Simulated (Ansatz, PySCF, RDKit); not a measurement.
NH3 (SMILES N) and COS (SMILES O=C=S) are pulled apart as rigid monomers along the line of their centres of mass, from the B3LYP-D3(BJ)/def2-TZVP minimum. Starting geometry (charge 0, multiplicity 1):
```xyz
7

N      0.0814    -0.0846     0.0266
H      0.7166     0.6971    -0.0873
H      0.5014    -0.8862    -0.4297
H     -0.7699     0.1382    -0.4762
O      1.1939     1.0150     2.8068
C      0.4173     0.2331     3.1546
S     -0.6220    -0.8134     3.6674
```

Interaction energies with rigid monomers; basis-set methods are counterpoise corrected unless marked otherwise.

Cores are frozen in the correlated methods. Rows in 6-31G* carry no dispersion term and start afresh at each structure (6-31G* with six Cartesian d functions). MP2/6-31G* freezes PySCF's default core.

Run with Ansatz (Gaussian basis) for Hartree–Fock, density functionals and correlated methods; PySCF for 6-31G* rows; RDKit for the force fields. 

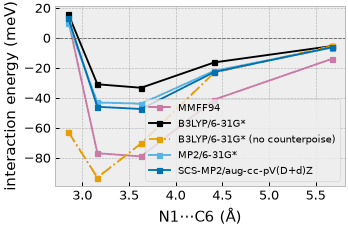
*Interaction energy against separation*

**Question.** Which level binds most strongly at N1···C6 = 3.16, and by how much?

**Answer.** B3LYP/6-31G* (no counterpoise), -93 meV.

Ansatz is a quantum-chemistry and plane-wave program.
